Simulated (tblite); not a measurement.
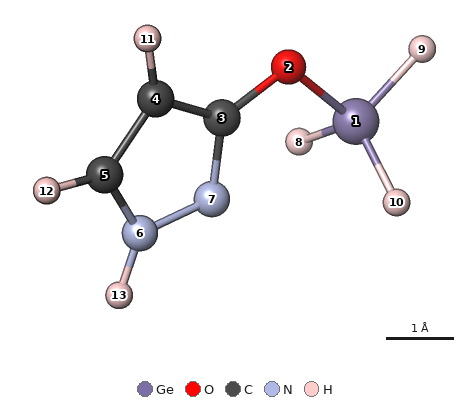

Fig. 1: The input geometry (ball-and-stick view, seen at a tilt; atoms are numbered from 1 in the order of the input). Sticks mark near contacts.

# Run report: C3H6GeN2O, relaxed scan

System: C3H6GeN2O, SMILES [GeH3][O]c1cc[nH]n1.
Method: GFN2-xTB relaxed scan under a harmonic restraint, gas phase (tblite 0.8.0).

### The program's output
```
point  coordinate     E/eV
  0     -0.922     -580.43569
  1     -0.801     -580.22712
  2     -0.670     -579.88043
  3     -0.516     -579.37601
  4     -0.311     -578.71850
  5     -0.026     -578.23742
```

The run was set up as follows.

### Input file
```
{"job": {"xc": "GFN2-xTB", "basis": "xTB", "coordinate": [["d", [12, 5], 1], ["d", [12, 6], -1]], "kind": "drive"}, "charge": 0, "multiplicity": 1}
Ge     2.414369    -0.008006     0.477899
O      1.268705    -0.342184    -0.860294
C      0.005003    -0.152965    -0.502816
C     -1.166223    -0.311063    -1.267257
C     -2.181963     0.017011    -0.402197
N     -1.619426     0.340284     0.777032
N     -0.280642     0.239970     0.727540
H      2.128032    -0.954952     1.595071
H      3.699571    -0.304111    -0.225589
H      2.280200     1.425353     0.870543
H     -1.236595    -0.617618    -2.289085
H     -3.243412     0.040583    -0.547085
H     -2.072007     0.628185     1.628509
```

The first line tells a small driver script what to run in tblite; the rest is the geometry in Å.

Launch command:
```bash
OMP_NUM_THREADS=1 python <driver script> task.json out
```

### Summary

```tsv
quantity	value
outcome	converged
hardware	1 CPU thread, shared host
wall time	1 s
peak memory	0.18 GiB
```
